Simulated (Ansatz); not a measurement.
**GePH (triplet): correlated methods under varied settings at a displaced geometry (v1)**

What do other methods and options give for GePH (triplet) at this geometry, and how long do they take?

The runs use Ansatz 0.2.0, Gaussian basis; the settings change from run to run.

17 further runs of the same task are left out: 4 that didn't finish, 13 set aside as unsound or not needed.

## 1. The geometry

The geometry is a PBE0/def2-TZVP stationary point (not a proven minimum) with its atoms shifted at random (size 0.040 Å). No spin-orbit coupling is included. The filled d shell of Ge may be among the frozen orbitals whatever the setting's name suggests; the logs give the count.

3 atoms, charge 0, spin multiplicity 3.

Atoms are counted from 1 here; the program's logs count them from 0.

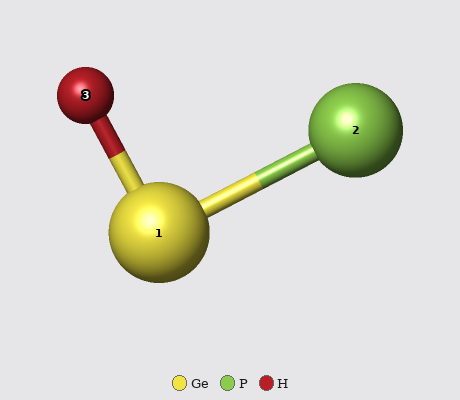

The geometry (germanium yellow, phosphorus green, hydrogen red); atoms are numbered from 1 in the order of the file.

## 2. CCSD(T) on ROHF/6-31G

Contents of in.yaml:

```yaml
crystal:
  periodic: [false, false, false]
  atoms:
    - {symbol: Ge, position_ang: [-0.000207, -0.027296, 0.689651]}
    - {symbol: P, position_ang: [-0.001041, 0.011608, -1.641460]}
    - {symbol: H, position_ang: [0.046923, 1.610482, 0.740081]}
basis:
  gaussian: {orbitals: 6-31G}
magnetization: {spin_polarized: false, initial_magnetization: 2}
correlation: {method: ccsd_t, electrons: all}
scf: {lower_state_search: off}
```

Started as:

```console
ansatz run in.yaml --threads 1 --pin off --events-out ev --progress --plain --max-ram 2393MiB
```

The log of the run, cut to the lines that bear on the results:

```text
Functional definition: HF
  name "HF"
  cite "Fock, Z. Phys. 61, 126 (1930) doi:10.1007/BF01340294"
  parent pbe
[...]
422 factors; integrals over basis functions are off by at most 4.0e-4 eV
[...]
mean field -65749.40803600 eV, -2416.2461787737 hartree, gradient 3.8e-6 eV, S^2 2.000000; 0 other end points of the search recorded, 0 dependent functions left out
reference -65749.40803600 eV, -2416.2461787737 hartree; 25, 23 occupied and 19, 21 virtual orbitals, 422 factors
second order -7.62085532 eV of doubles, -0.03366881 eV of singles
cycle   1  -7.32270950 eV  change    3.3e-1 eV  update   8.0e-2
[...]
cycle  12  -7.72233311 eV  change    3.5e-5 eV  update   3.4e-5
perturbative correction -0.13607488 eV, -0.0050006598 hartree
Total energy: -65757.26644400 eV, -2416.5349699410 hartree
Checks for a lower state left out: stability, starts, cluster_reference, orbital_swaps, neighbouring_geometries, increment
```

Wall time 3.2 s (1 thread of Arm Neoverse V2, shared host).

From the report: correlation -7.8584 eV; T1 0.015; largest double amplitude 0.05.

## 3. MP2 on ROHF/STO-3G

in.yaml: that of step 2 with these lines changed.

```diff
@@ -7,5 +7,4 @@
 basis:
-  gaussian: {orbitals: 6-31G}
+  gaussian: {orbitals: STO-3G}
 magnetization: {spin_polarized: false, initial_magnetization: 2}
-correlation: {method: ccsd_t, electrons: all}
-scf: {lower_state_search: off}
+correlation: {method: mp2, electrons: all}
```

The command is unchanged.

The log of the run:

```text
Functional definition: HF
  name "HF"
  cite "Fock, Z. Phys. 61, 126 (1930) doi:10.1007/BF01340294"
  parent pbe
  exchange = exact_x
  correlation = 0
281 factors; integrals over basis functions are off by at most 2.0e-5 eV
mean field evaluation 1: about -65011.2582 eV, gradient 5.0e0 eV
mean field evaluation 2: about -65011.2658 eV, gradient 5.0e0 eV
mean field evaluation 4: about -65011.9453 eV, gradient 1.2e0 eV
mean field evaluation 8: about -65011.9601 eV, gradient 1.8e-3 eV
mean field evaluation 16: about -65010.0294 eV, gradient 4.3e-3 eV
mean field evaluation 32: about -65004.4602 eV, gradient 5.4e0 eV
mean field -65011.96011905 eV, -2389.1454676857 hartree, gradient 2.1e-6 eV, S^2 2.000000; 4 other end points of the search recorded, 0 dependent functions left out
mean field evaluation 64: about -65012.0882 eV, gradient 2.0e-3 eV
reference -65011.96011905 eV, -2389.1454676857 hartree; 25, 23 occupied and 3, 5 virtual orbitals, 281 factors
second order -1.10493934 eV of doubles, -0.03287803 eV of singles
Total energy: -65013.09793642 eV, -2389.1872817027 hartree
```

It took 0.69 s on 1 thread of Arm Neoverse V2, shared host.

## 4. CCSDT(Q)/cc-pVDZ

in.yaml: that of step 3 with these lines changed.

```diff
@@ -7,4 +7,7 @@
 basis:
-  gaussian: {orbitals: STO-3G}
+  gaussian: {orbitals: cc-pVDZ}
 magnetization: {spin_polarized: false, initial_magnetization: 2}
-correlation: {method: mp2, electrons: all}
+hamiltonian: {xc: {name: r2SCAN}}
+correlation: {method: ccsdt_q, electrons: outside_noble_gas}
+accuracy: high
+scf: {omitted_lower_state_checks: [cluster_reference]}
```

Same command.

The log of the run, cut to the lines that bear on the results:

```text
Functional definition: r2SCAN
  name "r2SCAN"
  cite "Furness, Kaplan, Ning, Perdew & Sun, J. Phys. Chem. Lett. 11, 8208 (2020) doi:10.1021/acs.jpclett.0c02405"
  cite "Furness, Kaplan, Ning, Perdew & Sun, J. Phys. Chem. Lett. 11, 9248 (2020) doi:10.1021/acs.jpclett.0c03077"
  parent r2scan
[...]
1007 factors; integrals over basis functions are off by at most 4.8e-9 eV
[...]
mean field -65818.70282567 eV, -2418.7927153241 hartree, gradient 3.5e-8 eV, S^2 2.000000; 7 other end points of the search recorded, 0 dependent functions left out
19 core orbitals not correlated: weight in the atoms' cores, before any rotation towards them, 0.999 or more for the frozen orbitals, at most 0.000 for the correlated occupied ones
reference -65758.26147262 eV, -2416.5715365682 hartree; 6, 4 occupied and 25, 27 virtual orbitals, 1007 factors
second order -4.53050048 eV of doubles, -0.32570568 eV of singles
cycle   1  -5.34740680 eV  change   -4.9e-1 eV  update   8.5e-2
[...]
cycle  36  -5.84096315 eV  change  -2.5e-10 eV  update   1.0e-9
perturbative correction -0.01380497 eV, -0.0005073233 hartree
Total energy: -65764.11624074 eV, -2416.7866953281 hartree
Checks for a lower state left out: cluster_reference
```

Run time: 46 s. Hardware: 1 thread of Arm Neoverse V2, shared host; peak memory 0.31 GiB.

From the report: correlation -5.8548 eV; T1 0.027; largest double amplitude 0.06. The orbitals are Kohn-Sham ones, so correlation energy and T1 don't compare with those on Hartree-Fock orbitals.

## 5. CCSD on UHF/6-31G

Contents of in.yaml:

```yaml
crystal:
  periodic: [false, false, false]
  atoms:
    - {symbol: Ge, position_ang: [-0.000207, -0.027296, 0.689651]}
    - {symbol: P, position_ang: [-0.001041, 0.011608, -1.641460]}
    - {symbol: H, position_ang: [0.046923, 1.610482, 0.740081]}
basis:
  gaussian: {orbitals: 6-31G}
magnetization: {spin_polarized: true, initial_magnetization: 2}
correlation: {method: ccsd, electrons: all, diis_vectors: 12}
scf: {lower_state_search: full}
```

Launched as before.

The log of the run, cut to the lines that bear on the results:

```text
Functional definition: HF
  name "HF"
  cite "Fock, Z. Phys. 61, 126 (1930) doi:10.1007/BF01340294"
  parent pbe
[...]
422 factors; integrals over basis functions are off by at most 4.0e-4 eV
[...]
mean field -65749.49355759 eV, -2416.2493216341 hartree, gradient 2.8e-6 eV, S^2 2.189546; 29 other end points of the search recorded, 0 dependent functions left out
determinant -65749.49355759 eV, -2416.2493216341 hartree, with singles and doubles -65757.11248818 eV, -2416.5293121690 hartree
determinant -65749.08984644 eV, -2416.2344855229 hartree, with singles and doubles -65756.94646669 eV, -2416.5232109918 hartree
determinant -65748.59693115 eV, -2416.2163712202 hartree, with singles and doubles -65756.93615930 eV, -2416.5228322021 hartree
determinant -65748.59100628 eV, -2416.2161534850 hartree, with singles and doubles -65756.95716720 eV, -2416.5236042280 hartree
[...]
determinant -65749.49355759 eV, -2416.2493216341 hartree, with singles and doubles -65757.12778952 eV, -2416.5298744828 hartree
determinant -65749.08984644 eV, -2416.2344855229 hartree, with singles and doubles -65756.98833331 eV, -2416.5247495617 hartree
determinant -65748.59693115 eV, -2416.2163712202 hartree, with singles and doubles -65756.97393211 eV, -2416.5242203272 hartree
determinant -65748.59100628 eV, -2416.2161534850 hartree, with singles and doubles -65756.97354991 eV, -2416.5242062818 hartree
determinant -65749.47469330 eV, -2416.2486283840 hartree, with singles and doubles -65757.13079651 eV, -2416.5299849875 hartree
determinant -65749.47469330 eV, -2416.2486283840 hartree, with singles and doubles -65757.13124434 eV, -2416.5300014450 hartree
reference -65749.47469330 eV, -2416.2486283840 hartree; 25, 23 occupied and 19, 21 virtual orbitals, 422 factors
second order -7.59591246 eV of doubles, -0.00000000 eV of singles
cycle   1  -7.65654912 eV  change    1.9e-6 eV  update   2.1e-6
Total energy: -65757.13124241 eV, -2416.5300013743 hartree
```

It took 59 s on 1 thread of Arm Neoverse V2, shared host.

From the report: ⟨S²⟩ of the determinant 2.018 (pure triplet: 2.00); correlation -7.6565 eV; T1 0.014; largest double amplitude 0.05.

## 6. CCSDT(Q) on UHF/cc-pVDZ

in.yaml: that of step 5 with these lines changed.

```diff
@@ -7,5 +7,6 @@
 basis:
-  gaussian: {orbitals: 6-31G}
+  gaussian: {orbitals: cc-pVDZ}
 magnetization: {spin_polarized: true, initial_magnetization: 2}
-correlation: {method: ccsd, electrons: all, diis_vectors: 12}
-scf: {lower_state_search: full}
+hamiltonian: {pseudopotentials: {relativity: scalar}}
+correlation: {method: ccsdt_q, electrons: outside_noble_gas}
+output: {forces: true}
```

Same command.

The log of the run, cut to the lines that bear on the results:

```text
Functional definition: HF
  name "HF"
  cite "Fock, Z. Phys. 61, 126 (1930) doi:10.1007/BF01340294"
  parent pbe
[...]
972 factors; integrals over basis functions are off by at most 2.2e-7 eV
[...]
mean field -66244.68339407 eV, -2434.4472124731 hartree, gradient 3.9e-6 eV, S^2 2.175941; 24 other end points of the search recorded, 0 dependent functions left out
determinant -66244.68339407 eV, -2434.4472124731 hartree, with singles and doubles -66249.75068982 eV, -2434.6334321571 hartree
determinant -66244.07361263 eV, -2434.4248034185 hartree, with singles and doubles -66249.29028606 eV, -2434.6165126309 hartree
determinant -66243.77056807 eV, -2434.4136667362 hartree, with singles and doubles -66249.14052247 eV, -2434.6110089204 hartree
determinant -66243.73237772 eV, -2434.4122632667 hartree, with singles and doubles -66249.26002681 eV, -2434.6154006242 hartree
[...]
19 core orbitals not correlated: weight in the atoms' cores, before any rotation towards them, 0.999 or more for the frozen orbitals, at most 0.000 for the correlated occupied ones
reference -66244.66792503 eV, -2434.4466439963 hartree; 6, 4 occupied and 25, 27 virtual orbitals, 972 factors
second order -4.07367201 eV of doubles, -0.00000000 eV of singles
cycle   1  -4.77560293 eV  change   -7.0e-1 eV  update   8.7e-2
[...]
cycle  24  -5.30401642 eV  change   -6.5e-7 eV  update   5.6e-7
perturbative correction -0.01127141 eV, -0.0004142165 hartree
[...]
Total energy: -66249.98321286 eV, -2434.6419772211 hartree
Relativity: scalar
Atom 0 at    -0.000207    -0.027296     0.689651 Å, force     0.014329     0.485816     0.431002 eV/Å
Atom 1 at    -0.001041     0.011608    -1.641460 Å, force    -0.001745    -0.046254    -0.495062 eV/Å
Atom 2 at     0.046923     1.610482     0.740081 Å, force    -0.012584    -0.439562     0.064060 eV/Å
Dipole moment:    -0.000593    -0.023652     0.103336 e Å
```

Run time: 98 s. Hardware: 1 thread of Arm Neoverse V2, shared host; peak memory 1 GiB.

From the report: ⟨S²⟩ of the determinant 2.020 (pure triplet: 2.00); correlation -5.3153 eV; T1 0.029; largest double amplitude 0.06.

## 7. CCSDT(Q)/B on ROHF/cc-pVDZ

Contents of in.yaml:

```yaml
crystal:
  periodic: [false, false, false]
  atoms:
    - {symbol: Ge, position_ang: [-0.000207, -0.027296, 0.689651]}
    - {symbol: P, position_ang: [-0.001041, 0.011608, -1.641460]}
    - {symbol: H, position_ang: [0.046923, 1.610482, 0.740081]}
basis:
  gaussian: {orbitals: cc-pVDZ}
magnetization: {spin_polarized: false, initial_magnetization: 2}
correlation: {method: ccsdt_q_b, electrons: outside_noble_gas}
scf: {lower_state_search: light}
output: {forces: true}
```

The command is unchanged.

The log of the run, cut to the lines that bear on the results:

```text
Functional definition: HF
  name "HF"
  cite "Fock, Z. Phys. 61, 126 (1930) doi:10.1007/BF01340294"
  parent pbe
[...]
974 factors; integrals over basis functions are off by at most 2.1e-7 eV
[...]
mean field -65758.90517211 eV, -2416.5951920882 hartree, gradient 2.3e-6 eV, S^2 2.000000; 10 other end points of the search recorded, 0 dependent functions left out
[...]
determinant -65758.90517211 eV, -2416.5951920882 hartree, with singles and doubles -65764.14735142 eV, -2416.7878386244 hartree
determinant -65757.90583330 eV, -2416.5584670643 hartree, with singles and doubles -65763.67783205 eV, -2416.7705841058 hartree
determinant -65756.72155582 eV, -2416.5149456695 hartree, with singles and doubles -65762.14573393 eV, -2416.7142805385 hartree
determinant -65756.46856937 eV, -2416.5056485891 hartree, with singles and doubles -65762.23340525 eV, -2416.7175024003 hartree
[...]
19 core orbitals not correlated: weight in the atoms' cores, before any rotation towards them, 0.999 or more for the frozen orbitals, at most 0.000 for the correlated occupied ones
reference -65758.90517211 eV, -2416.5951920882 hartree; 6, 4 occupied and 25, 27 virtual orbitals, 974 factors
second order -4.15291652 eV of doubles, -0.08456354 eV of singles
cycle   1  -4.93440745 eV  change   -7.0e-1 eV  update   8.6e-2
[...]
cycle  24  -5.44500572 eV  change   -6.0e-7 eV  update   5.0e-7
perturbative correction -0.01087585 eV, -0.0003996801 hartree
[...]
Total energy: -65764.36105368 eV, -2416.7956920377 hartree
Atom 0 at    -0.000207    -0.027296     0.689651 Å, force     0.013297     0.448800     0.469544 eV/Å
Atom 1 at    -0.001041     0.011608    -1.641460 Å, force    -0.001952    -0.052029    -0.544311 eV/Å
Atom 2 at     0.046923     1.610482     0.740081 Å, force    -0.011345    -0.396771     0.074768 eV/Å
Dipole moment:    -0.000397    -0.016802     0.102768 e Å
```

Run time: 99 s. Hardware: 1 thread of Arm Neoverse V2, shared host; peak memory 1.1 GiB.

From the report: correlation -5.4559 eV; T1 0.031; largest double amplitude 0.05.

## 8. The runs in one table

Where basis and cores are those of an earlier UCCSDT(Q)/cc-pVDZ run (-65764.3619 eV), and the state is the same kind, the miss against it is given.

```tsv
level	correlated	functions	energy (eV)	from UCCSDT(Q) (meV)	time
CCSD(T) on ROHF/6-31G	all	44	-65757.2664		3.2 s
MP2 on ROHF/STO-3G	all	28	-65013.0979		0.69 s
CCSDT(Q)/cc-pVDZ (on r2SCAN orbitals)	outside noble gas	50	-65764.1162	245.7	46 s
CCSD on UHF/6-31G	all	44	-65757.1312		59 s
CCSDT(Q) on UHF/cc-pVDZ (relativity set)	outside noble gas	50	-66249.9832		98 s
CCSDT(Q)/B on ROHF/cc-pVDZ	outside noble gas	50	-65764.3611	0.9	99 s
```

## 9. What came out

| quantity | value |
| --- | --- |
| runs | 6 |
| quickest | MP2 on ROHF/STO-3G, 0.69 s |
| slowest | CCSDT(Q)/B on ROHF/cc-pVDZ, 99 s |

In words: Total energies in different bases, with other cores or another treatment of relativity can't be set against each other. CCSDT(Q)/B on ROHF/cc-pVDZ took 144 times as long as MP2 on ROHF/STO-3G; the jobs differ in more than the method. Among the correlated runs with a miss given, it spans +1 to +246 meV. Cores frozen from Kohn-Sham orbitals shift the total energy.
